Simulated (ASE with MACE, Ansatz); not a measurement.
# W in place of Mo at several sites of Σ9 (221)[1-10] symmetric tilt boundary in Mo (40 atoms)

At which site of Σ9 (221)[1-10] symmetric tilt boundary in Mo (40 atoms) does W in place of Mo cost least, and what about the site decides it?

Main program and level: Ansatz 0.2.0; Kohn-Sham DFT, PBE, PAW (set soft_2), plane waves.

### Step 1. The structure

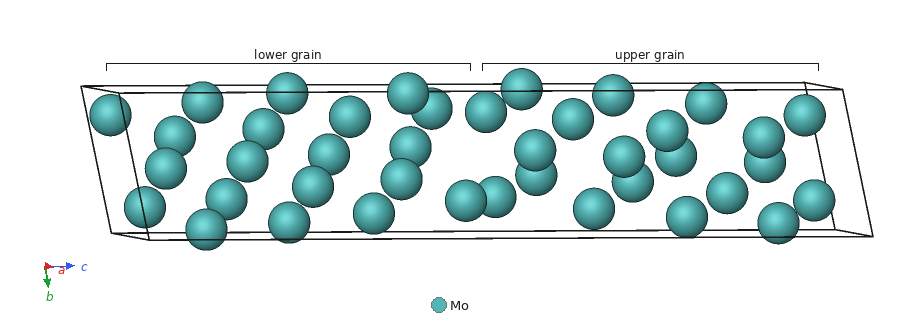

Start, viewed from the side, with the c axis across the page; molybdenum teal.

The cell holds 40 atoms: 40 Mo. Cell: a = 7.066 Å, b = 7.066 Å, c = 21.967 Å, α = 90.0°, β = 90.0°, γ = 36.9°. It derives from Mo. Two grains of Mo, one the mirror image of the other in the boundary plane, two boundaries a cell; of 4 trial joints (lateral shifts, openings, close atoms taken out) the lowest after a short relaxation with the MACE-MP-0b2 potential was kept (shift [0.5, 0.0] of the surface cell, opening 0.96 Å, one of each pair under 1.92 Å removed), then its atoms and the cell's length along the normal were relaxed with that potential. Lattice constants are starting values near those of PBE. Regions: lower grain, 20 atoms (20 Mo); upper grain, 20 atoms (20 Mo).

What the set-up can't give: The cell is under 6 Å thick along two periodic directions, so every atom has periodic images of itself close by, which move with it and show among its neighbours and in g(r).

### Step 2. Single point at the start

A single point comes first, to see the forces before anything moves.

input.yaml reads:

```yaml
crystal:
  lattice:
    - [7.06597, 0.0, 0.0]
    - [5.65278, 4.23958, 0.0]
    - [0.0, 0.0, 21.96667]
  atoms:
    - { symbol: Mo, position: [0.74291, 0.78918, 0.00269] }
    - { symbol: Mo, position: [0.14199, 0.19171, 0.01156] }
    - { symbol: Mo, position: [0.57394, 0.53539, 0.05111] }
    - { symbol: Mo, position: [0.96889, 0.93165, 0.06981] }
    - { symbol: Mo, position: [0.34093, 0.3309, 0.08434] }
    - { symbol: Mo, position: [0.71328, 0.73831, 0.11916] }
    - { symbol: Mo, position: [0.12235, 0.10904, 0.14335] }
    - { symbol: Mo, position: [0.51154, 0.49207, 0.16899] }
    - { symbol: Mo, position: [0.88589, 0.89102, 0.19025] }
    - { symbol: Mo, position: [0.27165, 0.28596, 0.2122] }
    - { symbol: Mo, position: [0.67273, 0.65853, 0.24409] }
    - { symbol: Mo, position: [0.05851, 0.05344, 0.26604] }
    - { symbol: Mo, position: [0.43289, 0.45238, 0.2873] }
    - { symbol: Mo, position: [0.82208, 0.83543, 0.31295] }
    - { symbol: Mo, position: [0.23113, 0.20616, 0.33713] }
    - { symbol: Mo, position: [0.60356, 0.61352, 0.37194] }
    - { symbol: Mo, position: [0.97558, 0.01277, 0.38648] }
    - { symbol: Mo, position: [0.37052, 0.40903, 0.40517] }
    - { symbol: Mo, position: [0.80252, 0.75268, 0.44473] }
    - { symbol: Mo, position: [0.20156, 0.15528, 0.45359] }
    - { symbol: Mo, position: [0.24291, 0.78918, 0.9536] }
    - { symbol: Mo, position: [0.64199, 0.19171, 0.94473] }
    - { symbol: Mo, position: [0.07394, 0.53539, 0.90518] }
    - { symbol: Mo, position: [0.46889, 0.93165, 0.88648] }
    - { symbol: Mo, position: [0.84093, 0.3309, 0.87195] }
    - { symbol: Mo, position: [0.21328, 0.73831, 0.83712] }
    - { symbol: Mo, position: [0.62235, 0.10904, 0.81294] }
    - { symbol: Mo, position: [0.01154, 0.49207, 0.7873] }
    - { symbol: Mo, position: [0.38589, 0.89102, 0.76603] }
    - { symbol: Mo, position: [0.77165, 0.28596, 0.74409] }
    - { symbol: Mo, position: [0.17273, 0.65853, 0.7122] }
    - { symbol: Mo, position: [0.55851, 0.05344, 0.69025] }
    - { symbol: Mo, position: [0.93289, 0.45238, 0.66899] }
    - { symbol: Mo, position: [0.32208, 0.83543, 0.64334] }
    - { symbol: Mo, position: [0.73113, 0.20616, 0.61916] }
    - { symbol: Mo, position: [0.10356, 0.61352, 0.58434] }
    - { symbol: Mo, position: [0.47558, 0.01277, 0.56981] }
    - { symbol: Mo, position: [0.87052, 0.40902, 0.55112] }
    - { symbol: Mo, position: [0.30252, 0.75268, 0.51155] }
    - { symbol: Mo, position: [0.70157, 0.15528, 0.50269] }
kpoints:
  mp_grid: { grid: [4, 4, 1] }
hamiltonian:
  xc: pbe
scf:
  occupations: { method: fermi_dirac, width: 0.1 }
output:
  forces: true
```

The run is started by

```
ansatz run input.yaml --threads 6 --pin off --max-ram 102400MiB --backend cuda --events-out ev --progress --plain --runs-dir out
```

Numbers of over 12 decimals in the logs are rounded to 6 here.

Log:

```text
Warning: the atoms were moved onto the symmetric positions of the space group found under crystal.symmetry.tolerance 1.0e-5 (fractional; no operation is sought that the atoms, as they stand in a round, miss by more than twice it, and no atom is moved by as much as it), and the run uses the moved positions. [...]
[...]
Pseudopotentials: kind: paw
Pseudopotential: Mo, paw, valence charge 14, recommended cutoff 420 eV (normal), Mo.paw.azcp
[... 5 lines on functional and potentials left out ...]
concurrent solve slots: 5 of 6 are kept, ahead of what memory takes: no pass of the eigensolver takes more rounds on 5
device memory: the entry about to start is reckoned to put 13.6 GiB on a device that reports 78.6 GiB free
GPU FFT provider: cuFFT
GPU libraries: cuBLAS 13.8.2, cuFFT 12.4.0, cuSOLVER 12.3.4
Crystal: 40 atoms, lattice volume = 658.050 Å³
Basis set: ecut = 420 eV, 12857 PW (Γ), exchange–correlation on 96×96×300 points (8 copies of the dense FFT grid, shifted against one another)
Bands: 336, of which v1, the nominal top of the filled ones, is band 280 counted from 1 (279 counted from 0)
Symmetry: 2 space group operations
Space group: Pc (ITA 7), of the structure as read, at distance tolerance 8.7e-5 Å
k-points: 10 of 16 (time reversal used)
[... 3 lines on functional and potentials left out ...]
Initial density: superposition of atomic densities (neutral atoms: chi_scale 0, normalization atom), corrected by the library's trained network
Initial wavefunctions: pseudopotential atomic-orbital guess
GPU buffer pool allocated for 345600 grid points (all kernels)
GPU transforms: local potential and band sums: pruned to the plane-wave sphere, on 48×48×150
[...]
SCF iter   1: F=—  HF=-198231.542119 eV  |F-HF|=—  |Δ(HF+E_count)|=         —  Δρ=7.20e-3  dr2=2.14e0  ethr=1.77e-3  ⟨swp⟩=4.1  Hψ=10988  notcnv=0
preconditioner: auto → Kerker (q_TF=auto, 2.656 Å⁻¹)  [metal: Δε(μ)=0.011 eV  Ē_g=3.944 eV  σ=0.100 eV  W_gap=0.03  n_scr=190 (ndim 8)  ℏωp=22.4 eV  f_vac=0.000  D(μ)=32.08/eV (n_scr^D=288)]
[...]
SCF iter   6: F=—  HF=-198231.468364 eV  |F-HF|=—  |Δ(HF+E_count)|=   2.56e-3  Δρ=6.97e-6  dr2=5.52e-7  ethr=1.65e-9  ⟨swp⟩=2.0  Hψ=4654  notcnv=0
SCF iter   7: F=-198231.468364 eV  HF=-198231.468364 eV  |F-HF|=2.22e-8  |Δ(HF+E_count)|=   6.78e-8  Δρ=1.92e-6  dr2=3.84e-8  ethr=1.79e-11  ⟨swp⟩=4.0  Hψ=10152  notcnv=0
SCF 1 converged in 7 iterations: F = -198231.468364 eV  dr2 = 3.84e-8
[...]
SCF converged after 7 iterations
Free energy (F): -198231.468364 eV
Harris-Foulkes:  -198231.468364 eV  (|F-HF|=2.22e-8)
Internal energy: -198230.398553 eV  (E = F + TS)
E sigma→0 (E₀):  -198230.933458 eV
Entropy (-TS):   -1.069812 eV (-26.745 meV/atom)
Fermi energy:    19.758803 eV
--- Per-component energies (eV) ---
[...]
Σ components = -198231.468364   (vs F -198231.468364, Δ=0.00e0)
--- Forces (eV/Å), atoms counted from 1 ---
  atom   1  Mo     0.22182400    -0.25346101    -0.05413007
  atom   2  Mo     0.30261283    -0.25560735     0.59915330
  atom   3  Mo     0.22484385     0.27598754     0.09311290
  atom   4  Mo    -0.74660445     0.20667985     0.15336561
[...]
atom  40  Mo    -0.22402508     0.25168452    -0.05678578
  max |Σ_I F_I| component: 5.10e-7 eV/Å
```

Elapsed: 6.2 s, on 1 × NVIDIA H100 80GB HBM3 with 6 threads of AMD EPYC 7R13 (Zen 3), shared host; peak memory 1.2 GiB.

That memory is the host's; the program planned 13.6 GiB on the GPU.

The program notes that positions were snapped to a detected symmetry.

The r.m.s. force at the start is 0.34 eV/Å.

### Step 3. Relaxation

With the cell held, the atoms are moved downhill towards a nearby minimum.

input.yaml reads:

```yaml
crystal:
  lattice:
    - [7.06597, 0.0, 0.0]
    - [5.65278, 4.23958, 0.0]
    - [0.0, 0.0, 21.96667]
  atoms:
    [... the 40 atom lines of step 2 ...]
kpoints:
  mp_grid: { grid: [4, 4, 1] }
hamiltonian:
  xc: pbe
scf:
  occupations: { method: fermi_dirac, width: 0.1 }
output:
  forces: true
relax:
  f_tol: 0.05
  max_steps: 150
```

Log:

```text
[...]
GPU FFT provider: cuFFT
GPU libraries: cuBLAS 13.8.2, cuFFT 12.4.0, cuSOLVER 12.3.4
Crystal: 40 atoms, lattice volume = 658.050 Å³
Basis set: ecut = 420 eV, 12857 PW (Γ), exchange–correlation on 96×96×300 points (8 copies of the dense FFT grid, shifted against one another)
Bands: 336, of which v1, the nominal top of the filled ones, is band 280 counted from 1 (279 counted from 0)
Symmetry: 2 space group operations
[...]
k-points: 10 of 16 (time reversal used)
[...]
GPU buffer pool allocated for 345600 grid points (all kernels)
[...]
SCF iter   1: F=—  HF=-198231.542119 eV  |F-HF|=—  |Δ(HF+E_count)|=         —  Δρ=7.20e-3  dr2=2.14e0  ethr=1.77e-3  ⟨swp⟩=4.1  Hψ=10988  notcnv=0
[...]
SCF iter   6: F=-198231.468364 eV  HF=-198231.468364 eV  |F-HF|=3.28e-7  |Δ(HF+E_count)|=   1.00e-6  Δρ=6.98e-6  dr2=5.56e-7  ethr=1.65e-9  ⟨swp⟩=1.6  Hψ=8055  notcnv=0
SCF 1 converged in 6 iterations: F = -198231.468364 eV  dr2 = 5.56e-7
[...]
relax step   1: F+E_penalty+E_count = -198231.46836404 eV  Δ(F+E_penalty+E_count) = +0.000e0 eV  max|allowed force component| = 8.715e-1 eV/Å  Δτ_max = 0.0000 Å  (6 SCF iters, dr2 threshold 6.25e-5 eV, accepted)
[...]
relax step   2: F+E_penalty+E_count = -198232.47990373 eV  Δ(F+E_penalty+E_count) = -1.012e0 eV  max|allowed force component| = 4.737e-1 eV/Å  Δτ_max = 0.1976 Å  (6 SCF iters, dr2 threshold 4.75e-5 eV, accepted)
[...]
relax step   3: F+E_penalty+E_count = -198232.63426066 eV  Δ(F+E_penalty+E_count) = -1.544e-1 eV  max|allowed force component| = 1.425e-1 eV/Å  Δτ_max = 0.0464 Å  (6 SCF iters, dr2 threshold 1.40e-5 eV, accepted)
[...]
relax step   4: F+E_penalty+E_count = -198232.65727638 eV  Δ(F+E_penalty+E_count) = -2.302e-2 eV  max|allowed force component| = 3.620e-2 eV/Å  Δτ_max = 0.0242 Å  (6 SCF iters, accepted)
SCF converged after 6 iterations
Free energy (F): -198232.657276 eV
[...]
Internal energy: -198231.725692 eV  (E = F + TS)
E sigma→0 (E₀):  -198232.191484 eV
Entropy (-TS):   -0.931584 eV (-23.290 meV/atom)
Fermi energy:    19.752240 eV
[...]
--- Forces (eV/Å), atoms counted from 1 ---
  atom   1  Mo     0.00084153     0.01097606    -0.00179856
  atom   2  Mo     0.01935267    -0.00992967    -0.01830059
  atom   3  Mo    -0.02373668    -0.01405827    -0.02172414
  atom   4  Mo    -0.00524072    -0.00126388    -0.01081483
  atom   5  Mo     0.00197580    -0.00664482     0.03356834
  atom   6  Mo     0.03535600     0.03619521     0.00406654
  atom   7  Mo    -0.02683771    -0.00383083     0.00688663
  atom   8  Mo     0.01565655     0.02550383    -0.01124907
  atom   9  Mo    -0.00503683     0.01304538    -0.00985501
  atom  10  Mo    -0.01157302     0.01348807     0.01077424
  atom  11  Mo     0.01157368    -0.01337910    -0.01073370
  atom  12  Mo     0.00509333    -0.01311336     0.00997295
  atom  13  Mo    -0.01587987    -0.02560407     0.01126497
  atom  14  Mo     0.02689085     0.00381102    -0.00703392
[...]
atom  39  Mo    -0.01935416     0.00998576    -0.01831476
  atom  40  Mo    -0.00076649    -0.01115707    -0.00184470
  max |Σ_I F_I| component: 5.55e-7 eV/Å
--- Relaxed structure (4 steps of the walk, 4 accepted, 0 SCFs on fresh bases) ---
  F+E_penalty+E_count = -198232.65727638 eV   max|allowed force component| = 3.620e-2 eV/Å
  atoms:
    - { symbol: Mo, position: [0.760303, 0.779552, 0.00397418] }
    - { symbol: Mo, position: [0.165637, 0.175245, 0.019793] }
    - { symbol: Mo, position: [0.567938, 0.543441, 0.051280] }
    - { symbol: Mo, position: [0.947392, 0.941912, 0.069805] }
[...]
- { symbol: Mo, position: [0.684133, 0.164902, 0.503975] }
```

Run time: 10 s. Hardware: 1 × NVIDIA H100 80GB HBM3 with 6 threads; peak memory 1.3 GiB.

That memory is the host's; the program planned 13.6 GiB on the GPU.

The relaxation converged after 4 steps, 1.19 eV below its start, with a largest force component of 0.036 eV/Å.

### Step 4. Single point at the relaxed geometry

One more single point at the end of the walk gives the fuller output and checks the residual forces.

input.yaml reads:

```yaml
crystal:
  lattice:
    - [7.06597, 0.0, 0.0]
    - [5.65278, 4.23958, 0.0]
    - [0.0, 0.0, 21.96667]
  atoms:
    - { symbol: Mo, position: [0.7603, 0.77955, 0.00397] }
    - { symbol: Mo, position: [0.16564, 0.17525, 0.01979] }
    - { symbol: Mo, position: [0.56794, 0.54344, 0.05128] }
    - { symbol: Mo, position: [0.94739, 0.94191, 0.0698] }
    - { symbol: Mo, position: [0.33015, 0.33702, 0.09237] }
    - { symbol: Mo, position: [0.72024, 0.72716, 0.12108] }
    [... 28 atom lines left out ...]
    - { symbol: Mo, position: [0.72421, 0.21728, 0.62108] }
    - { symbol: Mo, position: [0.11429, 0.60743, 0.59237] }
    - { symbol: Mo, position: [0.49706, 0.00253, 0.5698] }
    - { symbol: Mo, position: [0.87651, 0.401, 0.55128] }
    - { symbol: Mo, position: [0.27881, 0.7692, 0.51979] }
    - { symbol: Mo, position: [0.68413, 0.1649, 0.50397] }
kpoints:
  mp_grid: { grid: [4, 4, 1] }
hamiltonian:
  xc: pbe
scf:
  occupations: { method: fermi_dirac, width: 0.1 }
output:
  forces: true
  stress: true
  populations: true
  dos:
    method: { smearing: { sigma: 0.08 } }
    de: 0.1
    projected:
      site_lists:
        Mo: [Mo]
        lower_grain: [0, 1, 2, 3, 4, 5, 6, 7, 8, 9, 10, 11, 12, 13, 14, 15, 16, 17, 18, 19]
        upper_grain: [20, 21, 22, 23, 24, 25, 26, 27, 28, 29, 30, 31, 32, 33, 34, 35, 36, 37, 38, 39]
  eigenvalues: true
  write_density: true
  write_potential: true
  volumetric_format: npy
```

Log:

```text
[...]
GPU FFT provider: cuFFT
GPU libraries: cuBLAS 13.8.2, cuFFT 12.4.0, cuSOLVER 12.3.4
Crystal: 40 atoms, lattice volume = 658.050 Å³
Basis set: ecut = 420 eV, 12857 PW (Γ), exchange–correlation on 96×96×300 points (8 copies of the dense FFT grid, shifted against one another)
Bands: 336, of which v1, the nominal top of the filled ones, is band 280 counted from 1 (279 counted from 0)
Symmetry: 4 space group operations
[...]
k-points: 10 of 16
[...]
GPU buffer pool allocated for 345600 grid points (all kernels)
[...]
SCF iter   1: F=—  HF=-198232.773404 eV  |F-HF|=—  |Δ(HF+E_count)|=         —  Δρ=7.93e-3  dr2=3.24e0  ethr=1.77e-3  ⟨swp⟩=4.1  Hψ=10859  notcnv=0
[...]
SCF iter   8: F=-198232.657296 eV  HF=-198232.657296 eV  |F-HF|=7.16e-9  |Δ(HF+E_count)|=   2.02e-8  Δρ=1.03e-6  dr2=1.22e-8  ethr=1.79e-11  ⟨swp⟩=12.6  Hψ=25466  notcnv=0
SCF 1 converged in 8 iterations: F = -198232.657296 eV  dr2 = 1.22e-8
[...]
SCF converged after 8 iterations
Free energy (F): -198232.657296 eV
[...]
Internal energy: -198231.725759 eV  (E = F + TS)
E sigma→0 (E₀):  -198232.191528 eV
Entropy (-TS):   -0.931536 eV (-23.288 meV/atom)
Fermi energy:    19.752241 eV
[...]
--- Forces (eV/Å), atoms counted from 1 ---
  atom   1  Mo     0.00080578     0.01127706    -0.00145821
  atom   2  Mo     0.01927817    -0.01008225    -0.01825347
  atom   3  Mo    -0.02375354    -0.01412128    -0.02133484
  atom   4  Mo    -0.00485385    -0.00125640    -0.01067074
  atom   5  Mo     0.00169248    -0.00672291     0.03302681
  atom   6  Mo     0.03537427     0.03619348     0.00359712
  atom   7  Mo    -0.02686004    -0.00384352     0.00656297
  atom   8  Mo     0.01560260     0.02550687    -0.01117356
  atom   9  Mo    -0.00505254     0.01301079    -0.00947851
  atom  10  Mo    -0.01133854     0.01345064     0.00977545
  atom  11  Mo     0.01133854    -0.01345064    -0.00977545
  atom  12  Mo     0.00505254    -0.01301079     0.00947851
  atom  13  Mo    -0.01560260    -0.02550687     0.01117356
  atom  14  Mo     0.02686004     0.00384352    -0.00656297
[...]
atom  39  Mo    -0.01927817     0.01008225    -0.01825347
  atom  40  Mo    -0.00080578    -0.01127706    -0.00145821
  max |Σ_I F_I| component: 8.67e-18 eV/Å
--- Stress (GPa, compression-positive) ---
       -3.052518       0.198589      -0.000000
        0.198589      -1.743562       0.000000
       -0.000000       0.000000      -4.710786
  P = ⅓ Tr σ = -3.1690 GPa (-31.690 kbar)
--- Band table (eV; the first three rows and the last of 10) ---
[...]
--- Löwdin populations: 40 sites ---
  site symbol       q [e]
     0     Mo     14.0016
     1     Mo     13.9454
     2     Mo     13.9557
[...]
39     Mo     14.0016
  spilling = 0.005191 (of n_electrons = 560.000000)
```

Wall time 5.9 s (1 × NVIDIA H100 80GB HBM3 with 6 threads); peak memory 1.6 GiB.

That memory is the host's; the program planned 15.2 GiB on the GPU.

The run gave:

```
free energy                             : -198232.6573 eV
free energy per atom                    : -4955.8164 eV/atom
SCF cycles                              : 8
pressure                                : -3.169 GPa
r.m.s. force component                  : 0.01683 eV/Å
longest force                           : 0.05074 eV/Å
Fermi energy                            : 19.75 eV
levels partly filled by over 2 per cent : 114
spilling of the projection              : 0.005191
```

[end of part 1 of 2]

[Logs are printed without paths, hosts, clocks, repeated set-up lines and the standing remarks that a program may print on its own settings, such as how far it seeks lower states.]

[Hosts, paths, dates, database ids (printed as entryN), source tags and the programs' standing remarks are cut or masked in the printed files.]
